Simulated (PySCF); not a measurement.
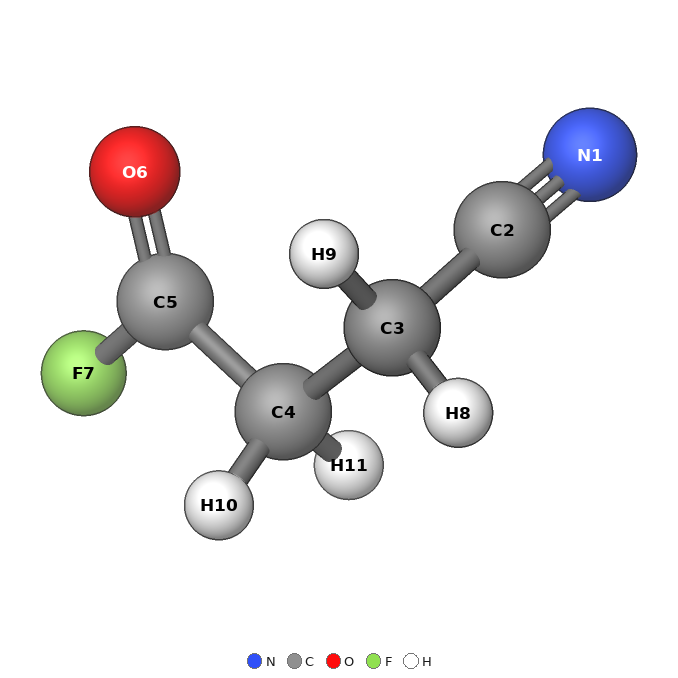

The geometry was computed by an optimisation with GFN2-xTB. No frequency run is at hand to confirm it as a minimum. Properties computed with B3LYP/pcJ-1 indirect spin-spin coupling, non-relativistic, gas phase (PySCF 2.14.0). Isotopes: 13C, 19F, 1H, 15N, 17O.

Give the spin–spin coupling constants of these pairs, with the number of bonds between them: N1/C2, C5/F7, N1/C3, C4/F7, O6/F7, N1/H8, N1/C4, N1/H9, C3/F7, F7/H10, F7/H11.

| pair | bonds apart | J (Hz) |
| --- | --- | --- |
| N1, C2 | 1 | −21.6 |
| C5, F7 | 1 | −418.9 |
| N1, C3 | 2 | 3.0 |
| C4, F7 | 2 | 56.8 |
| O6, F7 | 2 | 63.2 |
| N1, H8 | 3 | −1.5 |
| N1, C4 | 3 | −0.7 |
| N1, H9 | 3 | −1.5 |
| C3, F7 | 3 | 2.4 |
| F7, H10 | 3 | −6.7 |
| F7, H11 | 3 | −4.8 |

Density functionals are unreliable for couplings to fluorine, so those rows may be far off.
